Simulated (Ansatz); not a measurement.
# WCl: a trial structure relaxed

Aim: relax WCl from this start, CuAu (L1_0) type (P4/mmm, No. 123), and see where it ends.

Computed with Ansatz 0.2.0 (DFT PBE, scalar-relativistic, plane waves, PAW, unless a step's input says otherwise).

1 further run of the same task is left out (set aside as unsound or not needed).

### 1 The starting structure

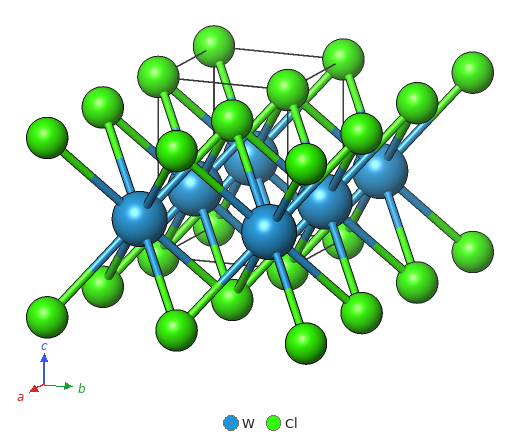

The starting structure, seen slightly off an axis (tungsten blue, chlorine green). 3×2×1 cells are drawn. Atoms on the faces are drawn again on the opposite ones.

As a file:

```cif
data_structure
_symmetry_space_group_name_H-M 'P4/mmm'
_symmetry_Int_Tables_number 123
_cell_length_a 3.2226
_cell_length_b 3.2226
_cell_length_c 4.2239
_cell_angle_alpha 90.000
_cell_angle_beta 90.000
_cell_angle_gamma 90.000
_cell_volume 43.87
loop_
_atom_site_label
_atom_site_type_symbol
_atom_site_symmetry_multiplicity
_atom_site_Wyckoff_symbol
_atom_site_fract_x
_atom_site_fract_y
_atom_site_fract_z
_atom_site_occupancy
W1 W 1 d 0.50000 0.50000 0.50000 1
Cl1 Cl 1 a 0.00000 0.00000 0.00000 1
```

### 2 A first look at the start

File input.yaml:

```yaml
crystal:
  lattice:
    - [3.2226015437, 0.0, 0.0]
    - [0.0, 3.2226015437, 0.0]
    - [0.0, 0.0, 4.2239098805]
  atoms:
    - { symbol: W, position: [0.5, 0.5, 0.5] }
    - { symbol: Cl, position: [0.0, 0.0, 0.0] }
basis:
  ecutwfc: 420
kpoints:
  mp_grid: { grid: [6, 6, 4] }
hamiltonian:
  xc: pbe
scf:
  occupations: { method: gaussian, width: 0.1 }
  lower_state_search: "off"
output:
  forces: true
  stress: true
  eigenvalues: true
```

The run is started by

```
$ ansatz run input.yaml --threads 1 --pin off --max-ram 2560MiB --backend cpu --events-out ev --progress --plain --runs-dir out
```

The program printed, shortened:

```text
Warning: RAYON_NUM_THREADS=1 ignored (pool sized by the plan → 1); use --threads N
[...]
Pseudopotentials: kind: paw
Pseudopotential: W, paw, valence charge 14, recommended cutoff 420 eV (normal), W.paw.azcp
Pseudopotential: Cl, paw, valence charge 7, recommended cutoff 420 eV (normal), Cl.paw.azcp
Functional definition: PBE
[...]
Crystal: 2 atoms, lattice volume = 43.866 Å³
Basis set: ecut = 420 eV, 847 PW (Γ), exchange–correlation on 48×48×60 points (8 copies of the dense FFT grid, shifted against one another)
Bands: 15, of which v1, the nominal top of the filled ones, is band 11 counted from 1 (10 counted from 0)
Symmetry: 16 space group operations
Space group: P4/mmm (ITA 123), of the structure as read, at distance tolerance 3.5e-5 Å
k-points: 30 of 144
[...]
SCF iter   1: F=—  HF=-11460.104183 eV  |F-HF|=—  |Δ(HF+E_count)|=         —  Δρ=6.55e-3  dr2=2.06e-2  ethr=1.77e-3  ⟨swp⟩=5.6  Hψ=2424  notcnv=0
[...]
SCF iter   6: F=-11460.100669 eV  HF=-11460.100669 eV  |F-HF|=2.89e-10  |Δ(HF+E_count)|=   5.97e-9  Δρ=1.04e-6  dr2=5.54e-10  ethr=5.75e-11  ⟨swp⟩=2.5  Hψ=1502  notcnv=0
[...]
SCF converged after 6 iterations
Free energy (F): -11460.100669 eV
[...]
E sigma→0 (E₀):  -11460.090991 eV
Entropy (-TS):   -0.019357 eV (-9.678 meV/atom)
Fermi energy:    10.924226 eV
[...]
--- Forces (eV/Å), atoms counted from 1 ---
  atom   1  W      0.00000000     0.00000000     0.00000000
  atom   2  Cl    -0.00000000    -0.00000000     0.00000000
[...]
--- Stress (GPa, compression-positive) ---
      -23.158734       0.000000       0.000000
        0.000000     -23.158734       0.000000
        0.000000       0.000000     -14.158039
  P = ⅓ Tr σ = -20.1585 GPa (-201.585 kbar)
--- Band table (eV; the first three rows and the last of 30) ---
  k-point 0: bands = ["-63.8014", "-28.0478", "-27.8283", "-27.8283", "-6.2195", "5.6062", "7.0140", "7.5648", "7.5648", "8.5731", "9.8756", "11.5251", "11.5251", "12.5075", "19.0572"]
[...]
```

Wall time 1.2 s (1 thread of Intel Xeon Platinum 8488C (Sapphire Rapids), shared host); peak memory 0.35 GiB.

From the probe: pressure -20.2 GPa, largest force 0.00 eV/Å, gap on this mesh none (metal). With stress or forces this large, a rough relaxation on a coarse mesh goes ahead of the careful one.

### 3 Coarse relaxation

input.yaml, as its differences from that of step 2:

```diff
@@ -6,3 +6,3 @@
   atoms:
-    - { symbol: W, position: [0.5, 0.5, 0.5] }
+    - { symbol: W, position: [0.5, 0.5, 0.5], spin: 1.18 }
     - { symbol: Cl, position: [0.0, 0.0, 0.0] }
@@ -21 +21,9 @@
   eigenvalues: true
+  populations: true
+magnetization:
+  spin_polarized: true
+relax:
+  adjacent_minimum: "off"
+  f_tol: 0.04
+  max_steps: 70
+  cell: { stress_tol: 0.4 }
```

The run is started by

```
$ ansatz run input.yaml --threads 1 --pin off --max-ram 2560MiB --backend cpu --events-out ev --progress --plain --runs-dir out
```

The program printed:

```text
Warning: RAYON_NUM_THREADS=1 ignored (pool sized by the plan → 1); use --threads N
Engine: ansatz 0.2.0, x86_64-unknown-linux-gnu
[... 4 set-up lines as earlier in the session ...]
  parameter kappa = 0.804
  parameter beta = 0.06672455060314922
  exchange = pbe_x(kappa = kappa, mu = beta*pi^2/3)
  correlation = pbe_c(beta = beta)
Crystal: 2 atoms, lattice volume = 43.866 Å³
Basis set: ecut = 420 eV, 847 PW (Γ), exchange–correlation on 48×48×60 points (8 copies of the dense FFT grid, shifted against one another)
Bands: 16, of which v1, the nominal top of the filled ones, is band 11 counted from 1 (10 counted from 0)
[... 2 set-up lines as earlier in the session ...]
Magnetic group: BNS 123.339 (UNI 999), of the structure as read, at distance tolerance 3.5e-5 Å
k-points: 30 of 144
Non-local potential: W, projectors of the file, l = 0: 3, l = 1: 2, l = 2: 2, l = 3: 1
Non-local potential: Cl, projectors of the file, l = 0: 2, l = 1: 2, l = 2: 2
PAW form: soft (Blöchl's): semilocal exchange-correlation on the pseudo side does not see the compensation charge
PAW one-centre angular grid: W, 590 points (default); XC on 64 Gauss nodes
PAW one-centre angular grid: Cl, 110 points (default); XC on 64 Gauss nodes
Initial density: superposition of atomic densities (chi_scale 0.1, normalization cell, long waves kept (reshape's long-wave potential 0.00 eV rms))
Starting moments: Σ|m| = 1.18 μB on 1 of 2 sites
Initial wavefunctions: pseudopotential atomic-orbital guess
Functional: x = pbe(κ = 0.804, μ = 0.2195149727645171), c = pbe(β = 0.06672455060314922)
SCF iter   1: F=—  HF=-11460.829360 eV  |F-HF|=—  |Δ(HF+E_count)|=         —  Δρ=4.21e-2 (↑3.12e-2 ↓4.21e-2)  dr2=4.12e0  dr2_m=1.44e-1  M=0.994 μB ∫|m|=1.057 μB  β_m=0.30  ethr=3.10e-3  ⟨swp⟩=5.7  Hψ=4946  notcnv=0
preconditioner: auto → none  [metal: Δε(μ)=0.006 eV  Ē_g=7.803 eV  σ=0.100 eV  W_gap=0.03  n_scr=6 (ndim 8)  ℏωp=20.2 eV  f_vac=0.000  D(μ)=3.34/eV (n_scr^D=36)  sad-step TF]
SCF iter   2: F=—  HF=-11460.335509 eV  |F-HF|=—  |Δ(HF+E_count)|=   4.94e-1  Δρ=2.47e-2 (↑1.76e-2 ↓2.47e-2)  dr2=1.14e0  dr2_m=7.42e-2  M=1.096 μB ∫|m|=1.106 μB  β_m=0.30  ethr=3.10e-3  ⟨swp⟩=2.0  Hψ=1661  notcnv=0  defer=33
SCF iter   3: F=—  HF=-11460.132502 eV  |F-HF|=—  |Δ(HF+E_count)|=   2.03e-1  Δρ=1.27e-2 (↑1.26e-2 ↓1.27e-2)  dr2=7.38e-2  dr2_m=5.01e-2  M=1.107 μB ∫|m|=1.109 μB  β_m=0.30  ethr=3.10e-3  ⟨swp⟩=2.4  Hψ=1410  notcnv=0  defer=33
SCF iter   4: F=—  HF=-11460.138649 eV  |F-HF|=—  |Δ(HF+E_count)|=   6.15e-3  Δρ=1.08e-2 (↑1.08e-2 ↓8.02e-3)  dr2=1.31e-2  dr2_m=3.12e-2  M=1.108 μB ∫|m|=1.111 μB  β_m=0.30  ethr=3.52e-4  ⟨swp⟩=1.8  Hψ=1519  notcnv=0  defer=32
SCF iter   5: F=—  HF=-11460.150639 eV  |F-HF|=—  |Δ(HF+E_count)|=   1.20e-2  Δρ=6.60e-3 (↑6.60e-3 ↓6.58e-3)  dr2=4.16e-4  dr2_m=1.72e-2  M=1.139 μB ∫|m|=1.142 μB  β_m=1.00  ethr=6.25e-5  ⟨swp⟩=2.6  Hψ=1554  notcnv=0  defer=32
SCF iter   6: F=—  HF=-11460.176309 eV  |F-HF|=—  |Δ(HF+E_count)|=   2.57e-2  Δρ=3.45e-3 (↑3.45e-3 ↓2.16e-3)  dr2=9.65e-4  dr2_m=2.90e-3  M=1.196 μB ∫|m|=1.203 μB  β_m=1.00  ethr=1.98e-6  ⟨swp⟩=3.1  Hψ=2080  notcnv=0  defer=32
SCF iter   7: F=—  HF=-11460.182961 eV  |F-HF|=—  |Δ(HF+E_count)|=   6.65e-3  Δρ=2.05e-3 (↑2.05e-3 ↓1.70e-3)  dr2=4.63e-4  dr2_m=1.22e-3  M=1.247 μB ∫|m|=1.258 μB  β_m=1.00  ethr=1.98e-6  ⟨swp⟩=2.1  Hψ=1691  notcnv=0  defer=32
SCF iter   8: F=—  HF=-11460.185600 eV  |F-HF|=—  |Δ(HF+E_count)|=   2.64e-3  Δρ=1.64e-3 (↑1.64e-3 ↓9.49e-4)  dr2=7.08e-4  dr2_m=4.94e-4  M=1.280 μB ∫|m|=1.293 μB  β_m=1.00  ethr=1.98e-6  ⟨swp⟩=2.0  Hψ=1511  notcnv=0  defer=32
SCF iter   9: F=—  HF=-11460.186668 eV  |F-HF|=—  |Δ(HF+E_count)|=   1.07e-3  Δρ=7.93e-4 (↑7.93e-4 ↓5.96e-4)  dr2=4.83e-4  dr2_m=1.32e-4  M=1.298 μB ∫|m|=1.313 μB  β_m=1.00  ethr=1.98e-6  ⟨swp⟩=2.0  Hψ=1510  notcnv=0  defer=31
SCF iter  10: F=—  HF=-11460.186868 eV  |F-HF|=—  |Δ(HF+E_count)|=   2.00e-4  Δρ=3.71e-4 (↑3.40e-4 ↓3.71e-4)  dr2=3.78e-6  dr2_m=5.00e-5  M=1.311 μB ∫|m|=1.328 μB  β_m=0.30  ethr=1.98e-6  ⟨swp⟩=1.8  Hψ=1250  notcnv=0  defer=31
Mixer restart at iter 10: flushing history
spin-set hold released at iteration 10 (site moments contracting): the magnetisation degrees of freedom join the quasi-Newton model from the next iteration; the mixer history was flushed
SCF iter  11: F=—  HF=-11460.186978 eV  |F-HF|=—  |Δ(HF+E_count)|=   1.10e-4  Δρ=3.24e-4 (↑3.24e-4 ↓3.23e-4)  dr2=9.13e-7  dr2_m=4.18e-5  M=1.314 μB ∫|m|=1.331 μB  β_m=0.65  ethr=1.80e-8  ⟨swp⟩=2.1  Hψ=1503  notcnv=0  defer=37
SCF iter  12: F=—  HF=-11460.187137 eV  |F-HF|=—  |Δ(HF+E_count)|=   1.59e-4  Δρ=2.14e-4 (↑1.19e-4 ↓2.14e-4)  dr2=3.86e-5  dr2_m=8.13e-6  M=1.325 μB ∫|m|=1.343 μB  β_m=0.61  ethr=4.35e-9  ⟨swp⟩=3.1  Hψ=1816  notcnv=0  defer=37
SCF iter  13: F=—  HF=-11460.187141 eV  |F-HF|=—  |Δ(HF+E_count)|=   4.39e-6  Δρ=1.78e-4 (↑1.78e-4 ↓9.91e-5)  dr2=1.59e-5  dr2_m=6.66e-6  M=1.328 μB ∫|m|=1.346 μB  β_m=0.62  ethr=4.35e-9  ⟨swp⟩=2.9  Hψ=1757  notcnv=0  defer=37
SCF iter  14: F=—  HF=-11460.187147 eV  |F-HF|=—  |Δ(HF+E_count)|=   5.85e-6  Δρ=1.07e-4 (↑1.07e-4 ↓7.31e-5)  dr2=3.64e-6  dr2_m=2.81e-6  M=1.331 μB ∫|m|=1.349 μB  β_m=0.65  ethr=4.35e-9  ⟨swp⟩=2.1  Hψ=1518  notcnv=0  defer=37
SCF iter  15: F=—  HF=-11460.187151 eV  |F-HF|=—  |Δ(HF+E_count)|=   4.09e-6  Δρ=3.31e-5 (↑3.31e-5 ↓2.31e-5)  dr2=2.36e-7  dr2_m=2.85e-7  M=1.334 μB ∫|m|=1.353 μB  β_m=0.82  ethr=4.35e-9  ⟨swp⟩=2.2  Hψ=1573  notcnv=0  defer=37
iter 16 did not close the SCF: its close was put off for a magnetic moment that had not settled (scf_convergence_deferred on its scf_iter line)
SCF iter  16: F=-11460.187152 eV  HF=-11460.187151 eV  |F-HF|=2.58e-8  |Δ(HF+E_count)|=   5.44e-7  Δρ=9.18e-6 (↑9.18e-6 ↓7.24e-6)  dr2=1.34e-8  dr2_m=2.47e-8  M=1.336 μB ∫|m|=1.354 μB  β_m=0.91  ethr=4.76e-10  ⟨swp⟩=7.3  Hψ=4296  notcnv=0
iter 17 did not close the SCF: its close was put off until two iterations running show no level that it waits for move by more than its bar (scf_convergence_deferred on its scf_iter line)
SCF iter  17: F=-11460.187152 eV  HF=-11460.187152 eV  |F-HF|=6.52e-9  |Δ(HF+E_count)|=   6.86e-8  Δρ=2.77e-6 (↑2.50e-6 ↓2.77e-6)  dr2=1.14e-8  dr2_m=9.68e-10  M=1.336 μB ∫|m|=1.355 μB  β_m=0.75  ethr=6.39e-11  ⟨swp⟩=2.0  Hψ=3020  notcnv=0
SCF iter  18: F=-11460.187152 eV  HF=-11460.187152 eV  |F-HF|=2.06e-10  |Δ(HF+E_count)|=  5.42e-10  Δρ=5.08e-7 (↑5.08e-7 ↓4.93e-7)  dr2=1.84e-11  dr2_m=9.28e-11  M=1.336 μB ∫|m|=1.355 μB  ethr=5.42e-11  ⟨swp⟩=1.8  Hψ=2859  notcnv=0
SCF 1 converged in 18 iterations: F = -11460.187152 eV  dr2 = 1.84e-11
relax step   1: F+E_penalty+E_count = -11460.18715156 eV  Δ(F+E_penalty+E_count) = +0.000e0 eV  max|allowed force component| = 1.627e-30 eV/Å  Δτ_max = 0.0000 Å  P = -17.882 GPa  Ω = 43.866 Å³  (18 SCF iters, dr2 threshold 1.00e-7 eV, accepted)
[... 20 lines left out ...]
relax step   2: F+E_penalty+E_count = -11460.76509581 eV  Δ(F+E_penalty+E_count) = -5.779e-1 eV  max|allowed force component| = 7.938e-30 eV/Å  Δτ_max = 0.0000 Å  P = -14.528 GPa  Ω = 39.055 Å³  energy of the carried Pulay correction = +5.344e-4 eV  (10 SCF iters, dr2 threshold 2.00e-7 eV, accepted)
[... 18 lines left out ...]
relax step   3: F+E_penalty+E_count = -11461.15838259 eV  Δ(F+E_penalty+E_count) = -3.933e-1 eV  max|allowed force component| = 2.603e-29 eV/Å  Δτ_max = 0.0000 Å  P = -7.701 GPa  Ω = 34.631 Å³  energy of the carried Pulay correction = +1.085e-3 eV  (11 SCF iters, dr2 threshold 2.00e-7 eV, accepted)
[... 18 lines left out ...]
relax step   4: F+E_penalty+E_count = -11461.20255083 eV  Δ(F+E_penalty+E_count) = -4.417e-2 eV  max|allowed force component| = 4.684e-30 eV/Å  Δτ_max = 0.0000 Å  P = +7.454 GPa  Ω = 31.238 Å³  energy of the carried Pulay correction = +1.543e-3 eV  (11 SCF iters, dr2 threshold 2.00e-7 eV, accepted)
[... 16 lines left out ...]
relax step   5: F+E_penalty+E_count = -11461.23836748 eV  Δ(F+E_penalty+E_count) = -3.582e-2 eV  max|allowed force component| = 1.627e-30 eV/Å  Δτ_max = 0.0000 Å  P = -1.027 GPa  Ω = 32.927 Å³  energy of the carried Pulay correction = +1.306e-3 eV  (10 SCF iters, dr2 threshold 2.00e-7 eV, accepted)
[... 18 lines left out ...]
relax step   6: F+E_penalty+E_count = -11461.24023074 eV  Δ(F+E_penalty+E_count) = -1.863e-3 eV  max|allowed force component| = 1.975e-28 eV/Å  Δτ_max = 0.0000 Å  P = -0.088 GPa  Ω = 32.792 Å³  energy of the carried Pulay correction = +1.322e-3 eV  (9 SCF iters, dr2 threshold 2.00e-7 eV, accepted)
[... 11 lines left out ...]
relax step   7: F+E_penalty+E_count = -11461.23950726 eV  Δ(F+E_penalty+E_count) = +7.235e-4 eV  max|allowed force component| = 1.959e-28 eV/Å  Δτ_max = 0.0000 Å  P = -0.103 GPa  Ω = 32.792 Å³  stress off target by 2.10e-1 GPa  SCF on the basis re-selected at this cell (its energy is not comparable with the rows above)  (6 SCF iters)
basis re-selected at this cell: Δ(F+E_penalty+E_count) = +7.235e-4 eV, ΔP = -0.015 GPa vs the last step (what re-selecting the basis moved, of the pressure what is left beyond the Pulay correction that the steps carried, after the strain that the cell walked since its last selection, with what the two solves' SCF thresholds leave and, on support functions, any second-order correction that the steps lacked; it is no measure of the basis error at this ecutwfc). The dense FFT grid was sized anew with the basis: this SCF ran on 20×20×30 points, the steps before it on 24×24×30, so part of this shift can come from that change (see relax.cell in the input reference). This SCF's stress stands 2.10e-1 GPa from its target on what of the cell is left free (relax.cell.stress_tol is 4.00e-1 GPa) and its largest allowed force component is 1.96e-28 eV/Å (relax.f_tol is 4.00e-2 eV/Å): within both
SCF converged after 6 iterations
Magnetization: 0.3979 μB (10.6989 up, 10.3011 down)
Absolute magnetization: 0.3992 μB (∫|ρ↑−ρ↓|, with the PAW one-centre terms)
Spin contamination: 0.0043 ħ² per cell (⟨S²⟩ above its minimum at these occupations)
Per-site moments (μB) at R_I (Å): [(0.27458505358441126, 1.1574769308049095), (0.017301170002153775, 1.1574769308049095)]
Free energy (F): -11461.239507 eV
Harris-Foulkes:  -11461.239507 eV  (|F-HF|=1.49e-10)
Internal energy: -11461.231667 eV  (E = F + TS)
E sigma→0 (E₀):  -11461.235587 eV
Entropy (-TS):   -0.007840 eV (-3.920 meV/atom)
Fermi energy:    16.094241 eV
--- Per-component energies (eV) ---
  E_band       = -123.884336
  E_kinetic    = 610.887252
  E_local      = -935.747430  (includes V_loc(G=0)·N_el)
  E_nonlocal   = 32.196597
  E_hartree    = 324.874083
  E_xc         = -372.526370
  E_vxc        = -359.025056  (∫ρ·V_xc dr)
  E_paw        = -9221.766900  (= ΣΔE_a)
  E_vpaw       = -121.943704  (= ΣTr[D̂ρ^β])
  E_aug_tail   = 0.000031  (compensation charges beyond the density's cutoff)
  E_ewald      = -1899.148930
  E_smearing   = -0.007840  (= −TS)
  E_closure    = 0.000000  (closes the sum)
  Σ components = -11461.239507   (vs F -11461.239507, Δ=0.00e0)
--- Forces (eV/Å), atoms counted from 1 ---
  atom   1  W     -0.00000000    -0.00000000     0.00000000
  atom   2  Cl     0.00000000     0.00000000     0.00000000
  max |Σ_I F_I| component: 3.09e-28 eV/Å
--- Stress (GPa, compression-positive) ---
       -0.209544       0.000000      -0.000000
        0.000000      -0.209544       0.000000
       -0.000000       0.000000       0.110684
  P = ⅓ Tr σ = -0.1028 GPa (-1.028 kbar)
--- Band table (eV; the first three rows and the last of 60) ---
  k-point 0 ↑: bands = ["-58.4312", "-22.8929", "-22.2606", "-22.2606", "-2.8666", "9.0743", "10.5326", "12.3096", "13.1851", "13.1851", "15.7113", "17.1781", "17.1781", "19.2870", "23.7424", "24.8744"]
  k-point 1 ↑: bands = ["-58.4312", "-22.9005", "-22.2603", "-22.2603", "-2.6867", "7.2606", "12.3265", "12.3718", "12.8876", "12.8876", "17.0156", "17.8821", "17.8821", "19.3035", "22.9891", "23.3915"]
  k-point 2 ↑: bands = ["-58.4311", "-22.9081", "-22.2600", "-22.2600", "-2.4919", "6.2680", "12.4363", "12.6439", "12.6439", "13.2505", "18.6193", "18.6193", "19.3203", "19.6621", "21.2729", "22.3961"]
  k-point 29 ↓: bands = ["-58.2111", "-22.7482", "-22.7482", "-22.4640", "0.0264", "8.1844", "8.1844", "8.8137", "16.1276", "16.9311", "16.9311", "17.2952", "18.5989", "19.5929", "19.5929", "21.5279"]
--- Relaxed structure (6 steps of the walk, 6 accepted, 1 SCFs on fresh bases) ---
  F+E_penalty+E_count = -11461.23950726 eV   max|allowed force component| = 1.959e-28 eV/Å   (the final SCF, on the basis selected at the relaxed cell)
  cell:  # Å, volume = 32.7924 Å³
    - [2.8060046807391745, 4.22359612777006e-33, 0.0]
    - [8.799158599520956e-34, 2.8060046807391745, 0.0]
    - [0.0, 0.0, 4.164822054288698]
  atoms:
    - { symbol: W, position: [0.5, 0.5, 0.5000000000000001] }
    - { symbol: Cl, position: [-2.763893173546197e-34, 3.3616802419637595e-35, 0.0] }
--- Löwdin populations: 2 sites ---
  site symbol       q [e]    m [muB]
     0      W     13.7270     0.3729
     1     Cl      7.0711     0.0033
  spilling = 0.009615 (of n_electrons = 21.000000)
```

Wall time 18 s (1 thread of Intel Xeon Platinum 8488C (Sapphire Rapids), shared host); peak memory 0.39 GiB.

Relaxation path:

```csv
step,E - E(step 1) (eV/cell),largest force component (eV/Å),pressure (GPa),volume (Å³)
1,0.0000,0.0000,-17.88,43.87
2,-0.5779,0.0000,-14.53,39.06
3,-0.9712,0.0000,-7.70,34.63
4,-1.0154,0.0000,7.45,31.24
5,-1.0512,0.0000,-1.03,32.93
6,-1.0531,0.0000,-0.09,32.79
7,-1.0524,0.0000,-0.10,32.79
```

Step 1 is the start. Step 7 repeats the geometry before it on a plane-wave basis chosen anew for that cell, so its energy need not be comparable with the rows above.

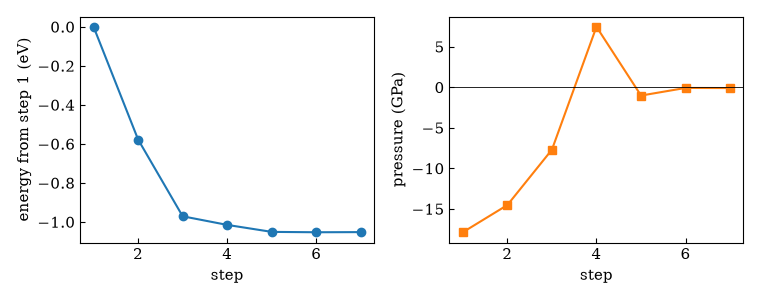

Energy and pressure along the relaxation.

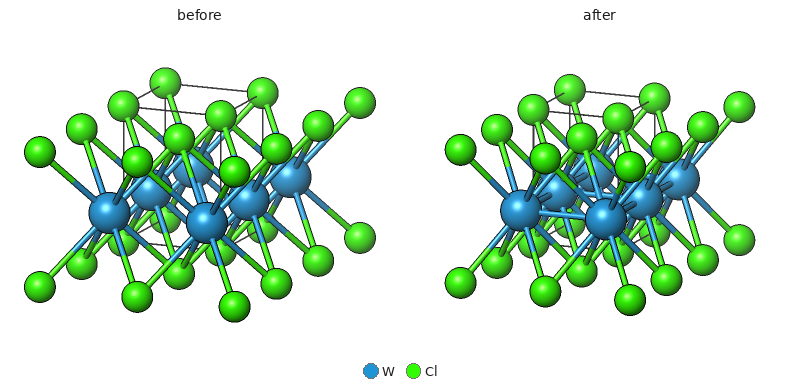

Before and after, at one scale.

|  | before | after | change |
| --- | --- | --- | --- |
| a (Å) | 3.223 | 2.806 | -12.9 % |
| b (Å) | 3.223 | 2.806 | -12.9 % |
| c (Å) | 4.224 | 4.165 | -1.4 % |
| volume (Å³/atom) | 21.93 | 16.40 | -25.2 % |
| shortest distance (Å) | 3.107 | 2.806 | -9.7 % |
| space group (0.01 Å) | P4/mmm | P4/mmm | same |

The run keeps the 16 symmetry operations of the start, so it could not have lowered the symmetry.

Per atom:

```csv
atom,moment in the atom's sphere (μB),Löwdin electrons
W1,0.27,13.73
Cl2,0.02,7.07
```

The Löwdin counts miss 0.20 of the 21 electrons, which the atomic orbitals do not span, so they are no charges.

(Part 1 of 2 ends here.)
